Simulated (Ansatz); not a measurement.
# Cl₂GeH₆O₈Si₂: small, medium and large basis sets

Aim: see how fast density functionals converge with the basis set for Cl₂GeH₆O₈Si₂.

Program: Ansatz 0.2.0, Gaussian basis. Level of theory: one geometry, several basis sets. These are calculated values, not measurements.

The runs, in order: PBE0-D4/def2-SVP; ωB97M-V/def2-SVP; PBE0-D4/def2-QZVPP; ωB97M-V/def2-QZVPP; the functionals' def2-TZVPP values are taken from earlier runs.

**1. The relaxed structure**

The geometry comes from an earlier relaxation with PBE0-D4 in a triple-zeta def2 set; it is a stationary point, not always the lowest conformer.

SMILES `O[Si](O)(O)[O][Ge]([Cl])([Cl])[O][Si](O)(O)O`, 19 atoms, charge 0, spin multiplicity 1.

Atoms are counted from 1 here; the program's logs count them from 0.

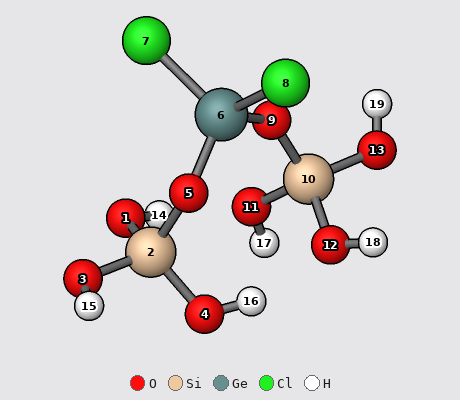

The structure; oxygen red, silicon light orange, germanium teal, chlorine green, hydrogen white; atoms are numbered from 1 in the order of the file.

**2. PBE0-D4 in def2-SVP**

in.yaml

```yaml
crystal:
  periodic: [false, false, false]
  atoms:
    - {symbol: O, position_ang: [2.198867, -0.468952, 0.352942]}
    - {symbol: Si, position_ang: [1.792411, 1.036622, -0.093701]}
    - {symbol: O, position_ang: [3.109805, 1.948393, 0.134040]}
    - {symbol: O, position_ang: [1.279454, 1.171272, -1.632225]}
    - {symbol: O, position_ang: [0.556684, 1.565191, 0.877917]}
    - {symbol: Ge, position_ang: [-0.539196, 0.711634, 1.906132]}
    - {symbol: Cl, position_ang: [0.349924, 0.019212, 3.688809]}
    - {symbol: Cl, position_ang: [-2.147801, 2.013197, 2.359323]}
    - {symbol: O, position_ang: [-1.211621, -0.682063, 1.078680]}
    - {symbol: Si, position_ang: [-1.346800, -1.207177, -0.444284]}
    - {symbol: O, position_ang: [0.033869, -2.029528, -0.753484]}
    - {symbol: O, position_ang: [-1.407764, 0.000798, -1.549566]}
    - {symbol: O, position_ang: [-2.700184, -2.083843, -0.623414]}
    - {symbol: H, position_ang: [1.665503, -1.181363, -0.021503]}
    - {symbol: H, position_ang: [3.083627, 2.845864, -0.198231]}
    - {symbol: H, position_ang: [0.351798, 0.957223, -1.791641]}
    - {symbol: H, position_ang: [0.136853, -2.402740, -1.631437]}
    - {symbol: H, position_ang: [-2.259211, 0.411692, -1.711844]}
    - {symbol: H, position_ang: [-2.987819, -2.629835, 0.109888]}
basis:
  gaussian: {orbitals: def2-SVP}
hamiltonian: {xc: pbe0, dispersion: d4}
output: {orbitals: {seedname: orbitals}}
```

The run is started by

```bash
> ansatz run in.yaml --threads 11 --pin off --events-out ev --progress --plain --max-ram 174080MiB --backend cpu
```

After this run come: ωB97M-V in def2-SVP; PBE0-D4 in def2-QZVPP; ωB97M-V in def2-QZVPP.

Q: Predict the results of all the runs planned. Wanted: PBE0-D4: double and triple zeta above quadruple; ωB97M-V: double and triple zeta above quadruple.

As calculated:

| quantity | value |
| --- | --- |
| PBE0-D4: double and triple zeta above quadruple | 46.47, 3.49 eV |
| ωB97M-V: double and triple zeta above quadruple | 46.46, 3.31 eV |

In words: PBE0-D4 gains 42.98 eV from double to triple zeta, then 3.49 eV more. These are total energies; as a rule much of such shifts cancels in differences, which this series doesn't test. The LUMO of ωB97M-V is positive and keeps falling with the basis (1.29 to 0.45 eV): an unbound level that the basis holds in place.
